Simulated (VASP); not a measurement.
# Fe: structure and properties in VASP

What structure does Fe take at this level, and what are its properties? The steps: magnetic order: ferromagnetic, magnetic order: antiferromagnetic, q = (0, 0, 1/2), magnetic order: antiferromagnetic, q = (1/2, 1/2, 1/2), the orders side by side, full relaxation (r2SCAN), second relaxation, single point with fields (r2SCAN), bands along the symmetry lines (r2SCAN), total and projected DOS (r2SCAN), electric field gradients (r2SCAN), volume scan with r2SCAN, fit for r2SCAN and ionic relaxation at fixed cell (r2SCAN), changed input. Left out of this account: 1 further run (core levels: core levels are not valid at this level). The start is a cell from a database of measured crystal structures.

Method: r2SCAN, spin-polarised from a ferromagnetic start (one magnetic atom a cell); plane waves and PAW (Fe), in the first sound run; inputs show where later runs differ, in VASP 6.6.1.

The experiments to compare with:

For Fe, bcc alpha-Fe (bulk crystal, 0 K), “Mössbauer Spectroscopy of Iron Carbides: From Prediction to Experimental Confirmation” (2016, pmc:4870625) quotes earlier work: moment of Fe (moment per Fe atom, experimental reference value) 2.2 μB [Rounded experimental reference value listed for 0 K; source not given in the passage].

The database entry behind the starting cell differs from later determinations by our own check (an axis about 0.7 % long against later determinations), so it need not match the best structure at ambient conditions.

## (1) The starting structure

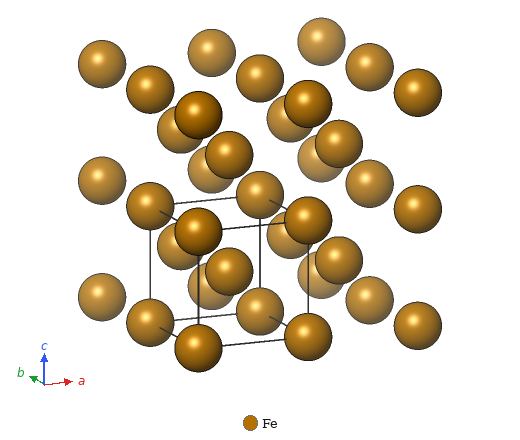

The cell as given, slightly off an axis (iron orange). 2×2×2 cells are drawn. This picture shows the conventional cell, with its axes. Some periodic images of atoms are drawn too.

## (2) Magnetic order: ferromagnetic

The properties of a magnet depend on its order, so a few collinear patterns are compared first on the cell as listed, beginning with all moments parallel. r2SCAN adds the kinetic-energy density, costs more than a GGA and is run with LASPH.

INCAR reads:

```
SYSTEM = Fe
PREC = Accurate
ENCUT = 400
EDIFF = 1E-06
NELM = 100
ISMEAR = 1
SIGMA = 0.2
LREAL = .FALSE.
ALGO = Normal
METAGGA = R2SCAN
LASPH = .TRUE.
NBANDS = 12
ISPIN = 2
MAGMOM = 3
LMAXMIX = 4
LORBIT = 11
LWAVE = .FALSE.
LCHARG = .FALSE.
KPAR = 4
ISIF = 2
```

POSCAR reads:

```
Fe
1.0
   -1.4430000000      1.4430000000      1.4430000000
    1.4430000000     -1.4430000000      1.4430000000
    1.4430000000      1.4430000000     -1.4430000000
Fe
1
Direct
    0.0000000000      0.0000000000      0.0000000000
```

KPOINTS reads:

```
Automatic mesh
0
Gamma
11 11 11
0 0 0
```

The projector-augmented-wave data sets are Fe (PBE family, release 64).

On the command line:

```bash
$ mpirun -np 4 vasp_std
```

What it wrote:

```text
[banner, memory and clock lines left out]
running    4 mpi-ranks, on    1 nodes
 distrk:  each k-point on    1 cores,    4 groups
 distr:  one band on    1 cores,    1 groups

 POSCAR found type information on POSCAR Fe
 POSCAR found :  1 types and       1 ions
|                                                                             |
|               ----> ADVICE to this user running VASP <----                  |
|                                                                             |
|     You enforced a specific xc type in the INCAR file but a different       |
|     [... a line on the potential file left out ...]
|     I HOPE YOU KNOW WHAT YOU ARE DOING!                                     |
|                                                                             |

 LDA part: xc-table for (None), standard interpolation
 POSCAR, INCAR and KPOINTS ok, starting setup
 FFT: planning ... GRIDC
 FFT: planning ... GRID_SOFT
 FFT: planning ... GRID
 WAVECAR not read
 entering main loop
       N       E                     dE             d eps       ncg     rms          rms(c)
DAV:   1     0.133896636793E+02    0.13390E+02   -0.34635E+03  2908   0.691E+02
DAV:   2    -0.147389575159E+02   -0.28129E+02   -0.25611E+02  2804   0.125E+02
DAV:   3    -0.154588589344E+02   -0.71990E+00   -0.71702E+00  3164   0.235E+01
DAV:   4    -0.154619114949E+02   -0.30526E-02   -0.30524E-02  3008   0.137E+00
DAV:   5    -0.154619343547E+02   -0.22860E-04   -0.22860E-04  3108   0.124E-01    0.111E+01
DAV:   6    -0.143721687618E+02    0.10898E+01   -0.14305E+01  3220   0.498E+01    0.720E+00
DAV:   7    -0.143465288340E+02    0.25640E-01   -0.12608E+00  3240   0.126E+01    0.458E+00
DAV:   8    -0.143623645078E+02   -0.15836E-01   -0.55992E-02  3376   0.157E+00    0.226E+00
DAV:   9    -0.143527745571E+02    0.95900E-02   -0.59250E-02  3064   0.171E+00    0.487E-01
DAV:  10    -0.143566828247E+02   -0.39083E-02   -0.24912E-02  3052   0.119E+00    0.136E-01
DAV:  11    -0.143570725625E+02   -0.38974E-03   -0.52962E-04  2976   0.199E-01    0.689E-02
DAV:  12    -0.143570809431E+02   -0.83806E-05   -0.33764E-05  3376   0.551E-02    0.319E-02
DAV:  13    -0.143570866086E+02   -0.56655E-05   -0.43534E-05  3084   0.446E-02    0.646E-03
DAV:  14    -0.143570868267E+02   -0.21806E-06   -0.82404E-07  1832   0.810E-03
   1 F= -.14357087E+02 E0= -.14357244E+02  d E =0.472425E-03  mag=     2.6073
```

Elapsed: 6.4 s, on 4 MPI ranks of Intel Xeon 6975P-C (Granite Rapids), shared host; peak memory 0.45 GiB; 22 s of CPU time.

Lines that name or quote the potential files are left out of all logs, and their timing lines are given in words.

OUTCAR, selected parts (step 2):

```text
ion  position               nearest neighbor table
   1  0.000  0.000  0.000-

  LATTYP: Found a body centered cubic cell.
 ALAT       =     2.8860000000

 Subroutine GETGRP returns: Found 48 space group operations
 (whereof 48 operations were pure point group operations)

The static configuration has the point symmetry O_h .

 Found     56 irreducible k-points:

   k-points           NKPTS =     56   k-points in BZ     NKDIM =     56   number of bands    NBANDS=     12

   dimension x,y,z NGX =    16 NGY =   16 NGZ =   16
   dimension x,y,z NGXF=    32 NGYF=   32 NGZF=   32

   ENCUT  =  400.0 eV  29.40 Ry    5.42 a.u.   4.08  4.08  4.08*2*pi/ulx,y,z

   NELECT =       8.0000    total number of electrons

 k-points in reciprocal lattice and weights: Automatic mesh
   0.00000000  0.00000000  0.00000000       0.001
   0.09090909  0.00000000  0.00000000       0.009
   0.18181818  0.00000000  0.00000000       0.009
   0.27272727  0.00000000  0.00000000       0.009
   0.36363636  0.00000000  0.00000000       0.009
   0.45454545  0.00000000  0.00000000       0.009
   0.09090909  0.09090909  0.00000000       0.018
   0.18181818  0.09090909  0.00000000       0.036
   0.27272727  0.09090909 -0.00000000       0.036
[...]
-0.45454545 -0.45454545  0.36363636       0.006
  -0.45454545  0.45454545  0.45454545       0.005

 average (electrostatic) potential at core
       1 -48.7980

 E-fermi :   5.3137

 spin component 1
 k-point     1 :       0.0000    0.0000    0.0000
  band No.  band energies     occupation
    ...
      2       2.2717      1.00000
      3       2.2721      1.00000
      4       2.2721      1.00000
      5       3.4143      1.00000
      6       3.4143      1.00000
      7      30.7213      0.00000
      8      30.7215      0.00000
      9      30.7215      0.00000
     10      35.4227      0.00000
     11      35.4227      0.00000
    ...

 k-point     2 :       0.0909    0.0000    0.0000
  band No.  band energies     occupation
    ...
      2       2.1922      1.00000
      3       2.2690      1.00000
      4       2.4406      1.00000
      5       3.3402      1.00000
      6       3.4208      1.00000
      7      28.4042      0.00000
      8      30.0836      0.00000
      9      30.3315      0.00000
     10      33.9839      0.00000
     11      34.4782      0.00000
    ...

 k-point     3 :       0.1818    0.0000    0.0000
  band No.  band energies     occupation
    ...
      2       1.9806      1.00000
      3       2.2316      1.00000
      4       2.9099      1.00000
      5       3.2403      1.00000
      6       3.4426      1.00000
      7      24.1729      0.00000
      8      28.2359      0.00000
      9      29.6139      0.00000
     10      30.9759      0.00000
     11      33.0479      0.00000
    ...

 k-point     4 :       0.2727    0.0000    0.0000
  band No.  band energies     occupation
    ...
      2       1.7119      1.00000
      3       2.3744      1.00000
      4       3.2851      1.00000
      5       3.4819      1.00000
      6       3.5708      1.00000
      7      19.7378      0.00000
      8      26.2669      0.00000
      9      28.3801      0.00000
     10      29.0045      0.00000
     11      32.3545      0.00000
    ...

 k-point     5 :       0.3636    0.0000    0.0000
  band No.  band energies     occupation
    ...
      2       1.4730      1.00000
      3       3.2764      1.00000
      4       3.5286      1.00000
      5       3.6985      1.00000
      6       4.2352      1.00000
      7      15.6383      0.00000
      8      24.7827      0.00000
      9      26.4118      0.00000
     10      28.6039      0.00000
     11      32.1333      0.00000
    ...

 k-point     6 :       0.4545    0.0000    0.0000
  band No.  band energies     occupation
      1       0.0506      1.00000
      2       1.3341      1.00000
      3       3.4448      1.00000
      4       3.5616      1.00000
      5       4.6625      1.00002
      6       5.4725      0.01163
      7      12.5415      0.00000
      8      23.9964      0.00000
      9      25.3287      0.00000
     10      28.4096      0.00000
    ...

  Total       -0.4489830     -0.4489830     -0.4489830     -0.0000000      0.0000000     -0.0000000
  in kB      -59.8523849    -59.8523849    -59.8523849     -0.0000000      0.0000000     -0.0000000
  external PRESSURE =     -59.8523849 kB  Pullay stress =       0.0000000 kB

  energy-cutoff  :      400.00
  volume of cell :       12.02
      direct lattice vectors                 reciprocal lattice vectors
    -1.443000000  1.443000000  1.443000000     0.000000000  0.346500347  0.346500347
     1.443000000 -1.443000000  1.443000000     0.346500347  0.000000000  0.346500347
     1.443000000  1.443000000 -1.443000000     0.346500347  0.346500347  0.000000000

 POSITION                                       TOTAL-FORCE (eV/Angst)
 -----------------------------------------------------------------------------------
      0.00000      0.00000      0.00000        -0.000000      0.000000     -0.000000
 -----------------------------------------------------------------------------------
    total drift:                                0.000000      0.000000     -0.000000

  FREE ENERGIE OF THE ION-ELECTRON SYSTEM (eV)
  ---------------------------------------------------
  free  energy   TOTEN  =       -14.3570868267 eV

  energy  without entropy=      -14.3575592520  energy(sigma->0) =      -14.35724430

 total charge
# of ion       s       p       d       tot
------------------------------------------
    1        0.468   0.529   6.161   7.158

 magnetization (x)
# of ion       s       p       d       tot
------------------------------------------
    1       -0.015  -0.123   2.827   2.689

[... 6 further parts left out ...]
```

The k-mesh is coarse for a metal. SCAN-type functionals tend to overstate the moments of itinerant magnets. The PAW data sets were made with PBE, which is usual practice but a small mismatch for other functionals. At this level the cell is under a tension of 6.0 GPa, so at these settings it is away from equilibrium.

Numbers from this step:

```yaml
scf_cycles: 14
electrons: 8
bands: 12
irreducible_k_points: 56
symmetry_operations: 48
free_energy_toten: -14.36 eV
energy_at_zero_smearing: -14.36 eV
fermi_energy: 5.314 eV
pressure: -5.985 GPa
moment_of_the_cell_from_the_last_line_of_the_log: 2.607 μB
metallic: yes
```

Spin moment in the PAW sphere by atom:

```csv
atom,spin moment in the PAW sphere (μB)
Fe1,2.69
```

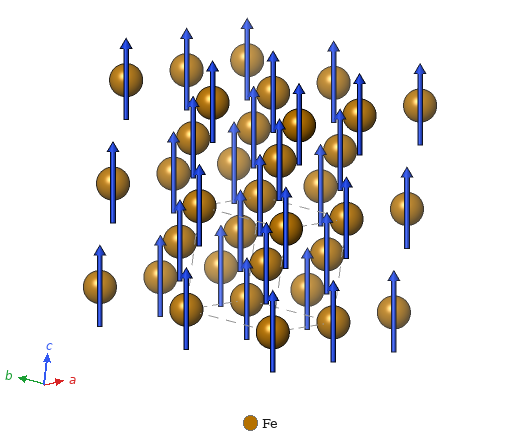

Spin moment in the PAW sphere as arrows, the longest 2.69 μB. Up and down stand for the sign. Arrows give size and sign along the axis of quantisation, drawn up and down the page. 2×2×2 conventional cells are drawn. Some periodic images of atoms are drawn too.

The run ends ferromagnetic with a largest moment of 2.69 μB, and the mesh shows no gap.

## (3) Magnetic order: antiferromagnetic, q = (0, 0, 1/2)

This step: r2SCAN, spin-polarised from an antiferromagnetic start; plane waves and PAW (Fe) (VASP 6.6.1).

System of this step: Fe. Symmetry: Im-3m, No. 229, cubic system. The conventional cell has a = 2.886 Å, b = 2.886 Å, c = 2.886 Å, α = 90.00°, β = 90.00°, γ = 90.00°. Fe has 8 Fe at 2.50 Å nearest.

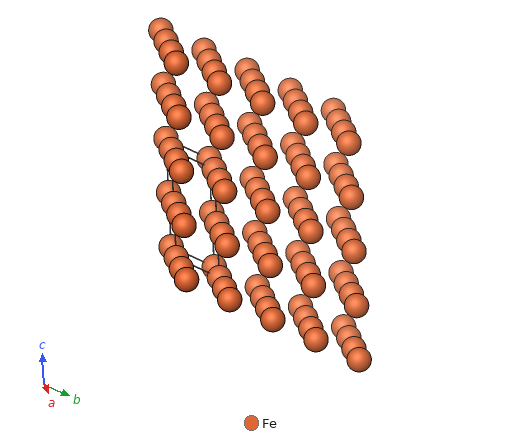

The cell of this step (iron orange). 3×4×2 cells are drawn. Some periodic images of atoms are drawn too.

Next, a pattern with opposite moments, which needs a doubled cell; q is given in the reciprocal vectors of the primitive cell.

Changes to INCAR since step 2:

```diff
@@ -11,5 +11,5 @@
 LASPH = .TRUE.
-NBANDS = 12
+NBANDS = 15
 ISPIN = 2
-MAGMOM = 3
+MAGMOM = 3 -3
 LMAXMIX = 4
```

POSCAR reads:

```
Fe
1.0
   -1.4430000000      1.4430000000      1.4430000000
    1.4430000000     -1.4430000000      1.4430000000
    2.8860000000      2.8860000000     -2.8860000000
Fe
2
Direct
    0.0000000000      0.0000000000      0.0000000000
    0.0000000000      0.0000000000      0.5000000000
```

KPOINTS is that of step 2.

On the command line:

```bash
$ mpirun -np 4 vasp_std
```

What it wrote:

```text
[banner, memory and clock lines left out]
running    4 mpi-ranks, on    1 nodes
 distrk:  each k-point on    1 cores,    4 groups
 distr:  one band on    1 cores,    1 groups

 POSCAR found type information on POSCAR Fe
 POSCAR found :  1 types and       2 ions
 [... a notice as in an earlier step ...]

 LDA part: xc-table for (None), standard interpolation
 POSCAR, INCAR and KPOINTS ok, starting setup
 FFT: planning ... GRIDC
 FFT: planning ... GRID_SOFT
 FFT: planning ... GRID
 WAVECAR not read
 entering main loop
       N       E                     dE             d eps       ncg     rms          rms(c)
DAV:   1     0.580836080814E+02    0.58084E+02   -0.64584E+03 13487   0.117E+03
DAV:   2    -0.300056931393E+02   -0.88089E+02   -0.79378E+02 13030   0.232E+02
DAV:   3    -0.319785406749E+02   -0.19728E+01   -0.19068E+01 15753   0.503E+01
DAV:   4    -0.319930704139E+02   -0.14530E-01   -0.14527E-01 15193   0.364E+00
DAV:   5    -0.319933357650E+02   -0.26535E-03   -0.26535E-03 15781   0.501E-01    0.160E+01
DAV:   6    -0.280835147694E+02    0.39098E+01   -0.17269E+01 16201   0.887E+01    0.107E+01
DAV:   7    -0.279608094228E+02    0.12271E+00   -0.16554E+00 15885   0.247E+01    0.539E+00
DAV:   8    -0.279785842577E+02   -0.17775E-01   -0.59733E-02 15815   0.287E+00    0.242E+00
DAV:   9    -0.279719172606E+02    0.66670E-02   -0.29368E-02 17971   0.314E+00    0.516E-01
DAV:  10    -0.279740222348E+02   -0.21050E-02   -0.44336E-03 16097   0.827E-01    0.127E-01
DAV:  11    -0.279742307092E+02   -0.20847E-03   -0.71290E-04 17788   0.484E-01    0.757E-02
DAV:  12    -0.279742320222E+02   -0.13130E-05   -0.69760E-05 18103   0.113E-01    0.303E-02
DAV:  13    -0.279742416626E+02   -0.96404E-05   -0.16229E-05 17990   0.537E-02    0.172E-02
DAV:  14    -0.279742477252E+02   -0.60626E-05   -0.74883E-06 14658   0.395E-02    0.114E-02
DAV:  15    -0.279742443989E+02    0.33263E-05   -0.60441E-07  7250   0.127E-02    0.272E-03
DAV:  16    -0.279742449883E+02   -0.58939E-06   -0.27684E-07  6739   0.849E-03
   1 F= -.27974245E+02 E0= -.27973989E+02  d E =-.767312E-03  mag=     0.0000
```

The job ended after 49 s (4 MPI ranks; peak memory 0.73 GiB).

OUTCAR, selected parts (step 3):

```text
  LATTYP: Found a base centered orthorhombic cell.
 ALAT       =     2.8860000000
 B/A-ratio  =     1.4142135624
 C/A-ratio  =     1.4142135624

 Subroutine GETGRP returns: Found  8 space group operations
 (whereof  8 operations were pure point group operations)

The static configuration has the point symmetry D_2h.

 Found    216 irreducible k-points:

   k-points           NKPTS =    216   k-points in BZ     NKDIM =    216   number of bands    NBANDS=     15

   dimension x,y,z NGX =    16 NGY =   16 NGZ =   36
   dimension x,y,z NGXF=    32 NGYF=   32 NGZF=   72

   ENCUT  =  400.0 eV  29.40 Ry    5.42 a.u.   4.08  4.08  8.15*2*pi/ulx,y,z

   NELECT =      16.0000    total number of electrons

 E-fermi :   5.6731

 spin component 1
 k-point     1 :       0.0000    0.0000    0.0000
  band No.  band energies     occupation
    ...
      5       3.1670      1.00000
      6       3.3360      1.00000
      7       4.3724      1.00000
      8       4.6022      1.00000
      9       5.5289      0.96708
     10       7.2527     -0.00000
     11       7.5669     -0.00000
     12       7.8689     -0.00000
     13      13.0414      0.00000
     14      23.9324      0.00000
    ...

 k-point     2 :       0.0909    0.0000    0.0000
  band No.  band energies     occupation
    ...
      5       3.1734      1.00000
      6       3.2230      1.00000
      7       4.2379      1.00000
      8       4.6301      1.00000
      9       5.2784      1.00870
     10       7.5221     -0.00000
     11       7.5443     -0.00000
     12       8.0059     -0.00000
     13      13.5373      0.00000
     14      22.3732      0.00000
    ...

 k-point     3 :       0.1818    0.0000    0.0000
  band No.  band energies     occupation
    ...
      5       3.0603      1.00000
      6       3.3086      1.00000
      7       3.9097      1.00000
      8       4.6031      1.00000
      9       5.3071      1.01331
     10       7.5216     -0.00000
     11       7.5563     -0.00000
     12       8.3889     -0.00000
     13      15.0785      0.00000
     14      19.2269      0.00000
    ...

 k-point     4 :       0.2727    0.0000    0.0000
  band No.  band energies     occupation
    ...
      4       2.3297      1.00000
      5       2.9332      1.00000
      6       3.4813      1.00000
      7       3.7192      1.00000
      8       4.5516      1.00000
      9       5.7668      0.14773
     10       7.4956     -0.00000
     11       7.6162     -0.00000
     12       8.4018     -0.00000
     13      16.1421      0.00000
    ...

  Total       -0.8066939     -0.8066939     -0.6526532      1.3420704      0.0000000      0.0000000
  in kB      -53.7688052    -53.7688052    -43.5014868     89.4534098      0.0000000      0.0000000
  external PRESSURE =     -50.3463657 kB  Pullay stress =       0.0000000 kB

  energy-cutoff  :      400.00
  volume of cell :       24.04
      direct lattice vectors                 reciprocal lattice vectors
    -1.443000000  1.443000000  1.443000000     0.000000000  0.346500347  0.346500347
     1.443000000 -1.443000000  1.443000000     0.346500347  0.000000000  0.346500347
     2.886000000  2.886000000 -2.886000000     0.173250173  0.173250173  0.000000000

 POSITION                                       TOTAL-FORCE (eV/Angst)
 -----------------------------------------------------------------------------------
      0.00000      0.00000      0.00000        -0.000000      0.000000     -0.000000
      1.44300      1.44300     -1.44300         0.000000     -0.000000      0.000000
 -----------------------------------------------------------------------------------
    total drift:                                0.000000      0.000000     -0.000000

  FREE ENERGIE OF THE ION-ELECTRON SYSTEM (eV)
  ---------------------------------------------------
  free  energy   TOTEN  =       -27.9742449883 eV

  energy  without entropy=      -27.9734776759  energy(sigma->0) =      -27.97398922

 total charge
# of ion       s       p       d       tot
------------------------------------------
    1        0.485   0.560   6.115   7.159
    2        0.485   0.560   6.115   7.159
--------------------------------------------------
tot          0.970   1.119  12.230  14.319

 magnetization (x)
# of ion       s       p       d       tot
------------------------------------------
    1        0.029   0.037   2.599   2.665
    2       -0.029  -0.037  -2.599  -2.665
--------------------------------------------------
tot          0.000   0.000   0.000   0.000

[... 6 further parts left out ...]
```

At this level the cell is under a tension of 5.0 GPa, so at these settings it is away from equilibrium.

This step gave:

```
SCF cycles              : 16
electrons               : 16
bands                   : 15
irreducible k-points    : 216
symmetry operations     : 8
free energy (TOTEN)     : -27.97 eV
energy at zero smearing : -27.97 eV
Fermi energy            : 5.673 eV
pressure                : -5.035 GPa
```

Spin moment in the PAW sphere by atom:

| atom | spin moment in the PAW sphere (μB) |
| --- | --- |
| Fe1 | 2.67 |
| Fe2 | -2.67 |

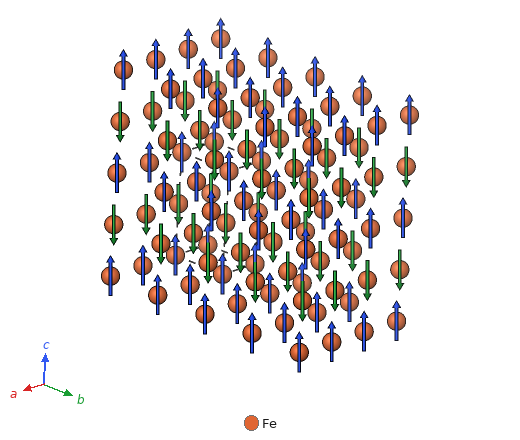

Spin moment in the PAW sphere as arrows, the longest 2.67 μB. Up and down stand for the sign. Arrows give size and sign along the axis of quantisation, drawn up and down the page. The two directions have two colours. 3×4×2 cells are drawn. Some periodic images of atoms are drawn too.

The energy lies +370.2 meV an atom from the first pattern. The run ends antiferromagnetic with a largest moment of 2.67 μB, and the mesh shows no gap.

(Part 1 of 6 ends here.)

[Lines on the potential files, build, host, timing and source positions are cut from VASP's logs without a mark.]

[Logs are printed without paths, hosts, clocks, repeated set-up lines and the standing remarks that a program may print on its own settings, such as how far it seeks lower states.]

[Hosts, paths, dates, database ids (printed as entryN), source tags and the programs' standing remarks are cut or masked in the printed files.]

[Measured values are set beside computed ones only where the two were judged alike; some that the calculation misses by far are left out.]
